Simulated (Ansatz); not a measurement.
## Σ3 (111) boundary in bcc Mo, starting shift (0.33, 0): structure and resistance: bulk reference

Ansatz 0.2.0; Ansatz plane-wave DFT, PBE, PAW files; bulk reference; PAW set soft_1.

The structure is cubic, space group Im-3m (No. 229). Conventional cell: a = 3.147 Å, b = 3.147 Å, c = 3.147 Å, α = 90.00°, β = 90.00°, γ = 90.00°. Mo has 8 Mo at 2.73 Å nearest.

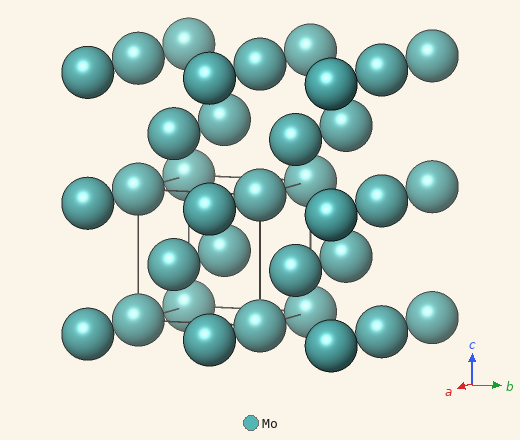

The cell of this step (molybdenum teal). 2×2×2 conventional cells are drawn. Some periodic images of atoms are drawn too.

This step gave:

| Property | Result |
| --- | --- |
| free energy | -4956.0648 eV |
| energy at zero smearing | -4956.0543 eV |
| Fermi energy | 21.16 eV |

What was run to get this?

The system, level and task follow from the heading and the kind of results. Meshes, cutoffs and thresholds can't be read from the results; these are the ones that the run used.

File input.yaml:

```yaml
crystal:
  lattice:
    - [-1.5735, 1.5735, 1.5735]
    - [1.5735, -1.5735, 1.5735]
    - [1.5735, 1.5735, -1.5735]
  atoms:
    - { symbol: Mo, position: [0.0, 0.0, 0.0] }
kpoints:
  mp_grid: { grid: [19, 19, 19] }
hamiltonian:
  xc: pbe
  pseudopotentials: { kind: paw, azcp: { folder: soft_1 } }
scf:
  occupations: { method: fermi_dirac, width: 0.1 }
```

The run is started by

```sh
$ ansatz run input.yaml --threads 4 --pin off --max-ram 15360MiB --backend cpu --events-out ev --progress --plain --runs-dir out
```

[Logs are printed without paths, hosts, clocks, repeated set-up lines and the standing remarks that a program may print on its own settings, such as how far it seeks lower states.]

[Hosts, paths, dates, database ids (printed as entryN), source tags and the programs' standing remarks are cut or masked in the printed files.]
